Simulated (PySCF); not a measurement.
C8H7Cl (SMILES ClC1=C/C=C\C=C/C=C\1)

```yaml
atoms:
  - { symbol: Cl, position_ang: [2.9870, 0.2351, 1.4033] }
  - { symbol: C, position_ang: [1.6052, -0.0359, 0.3717] }
  - { symbol: C, position_ang: [1.1190, -1.2625, 0.2334] }
  - { symbol: C, position_ang: [-0.0020, -1.6109, -0.6426] }
  - { symbol: C, position_ang: [-1.2229, -1.0924, -0.5772] }
  - { symbol: C, position_ang: [-1.6813, -0.0818, 0.3789] }
  - { symbol: C, position_ang: [-1.1741, 1.1351, 0.5405] }
  - { symbol: C, position_ang: [-0.0566, 1.7031, -0.2154] }
  - { symbol: C, position_ang: [1.1621, 1.1843, -0.3086] }
  - { symbol: H, position_ang: [1.5912, -2.0916, 0.7448] }
  - { symbol: H, position_ang: [0.2039, -2.4134, -1.3411] }
  - { symbol: H, position_ang: [-1.9984, -1.4805, -1.2277] }
  - { symbol: H, position_ang: [-2.5638, -0.3660, 0.9410] }
  - { symbol: H, position_ang: [-1.6494, 1.8235, 1.2297] }
  - { symbol: H, position_ang: [-0.2672, 2.6527, -0.6940] }
  - { symbol: H, position_ang: [1.9397, 1.7099, -0.8484] }
```

Geometry: GFN2-xTB.

Level of theory: PySCF 2.14.0, PBE0/pcSseg-1, SCF density, gas phase, non-relativistic.

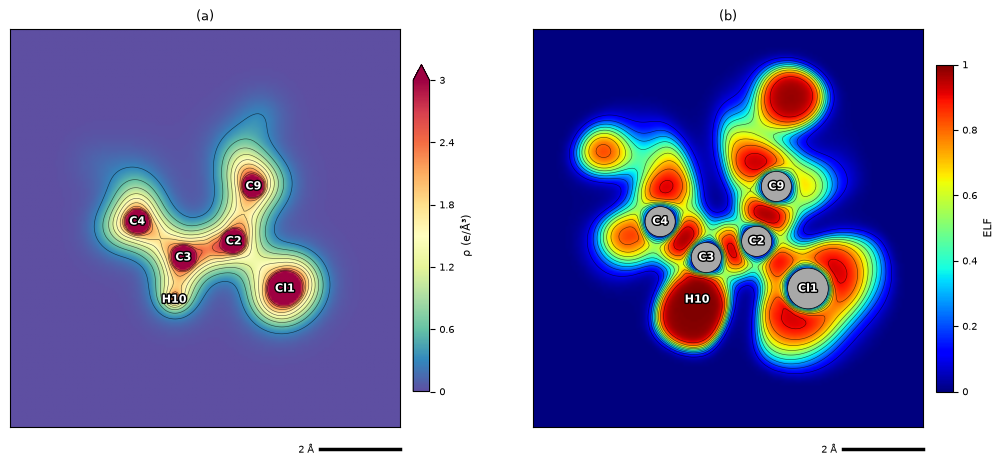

Figure 1. (a) electron density; (b) electron localisation function on the plane of atoms C4, C3 and H10. Grey discs cover the atomic cores in the ELF map.

Question: Describe what can be read from this map.

Answer: The section cuts through Cl, C and H sites. C–C (1.33 Å): the density is about 2.3 e/Å³ at the midpoint; the ELF peaks at about 0.90 between the atoms; a multiple bond. C–Cl (1.75 Å): ρ at the midpoint is about 1.4 e/Å³; the ELF peaks at about 0.90 between the atoms (localised, covalent bonding). C–H (1.08 Å): the density is about 2 e/Å³ at the midpoint; the ELF climbs to about 1 towards the hydrogen, as it does in any bond to H; an ordinary covalent bond to hydrogen. C–C (1.47 Å): ρ is about 1.8 e/Å³ halfway; the ELF peaks at about 0.95 between the atoms: localised, covalent bonding. The ELF also peaks beside Cl1, away from the bonds: lone-pair regions.

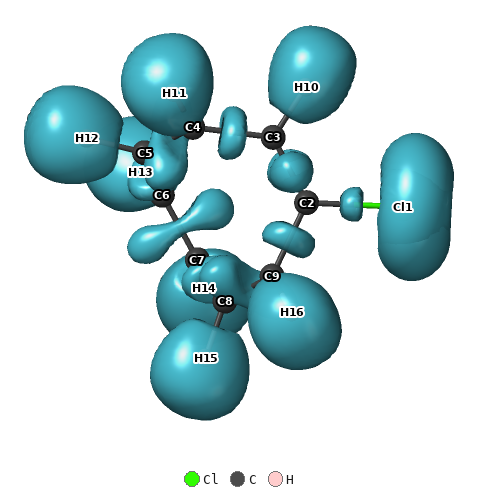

Figure 2. Isosurface of the electron localisation function at 0.8 (cyan), seen at a tilt. Only the valence region is drawn (cores and ρ < 0.01 e/Å³ removed).

Question: Where are the electrons localised?

Answer: The ELF exceeds this value in eight regions between bonded C–C atoms (shared pairs), one region between bonded C–Cl atoms (shared pairs), seven regions around hydrogen nuclei and one ring or bowl of non-bonding electrons around Cl.

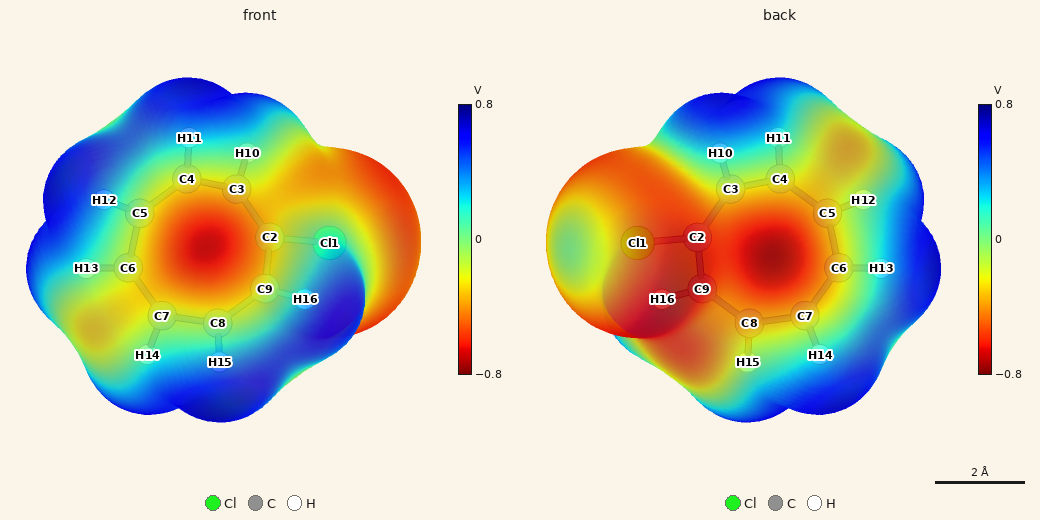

Figure 3. The electrostatic potential painted on the density surface at 0.001 e/bohr³, seen from the front and from behind; red is negative and blue positive.

Question: Where is the surface potential most negative and most positive?

Answer: The most negative region (about −0.7 V, or −16 kcal/mol for a unit charge) lies over the C and Cl atoms, the most positive (about +0.7 V, or +16 kcal/mol for a unit charge) over the H atoms.
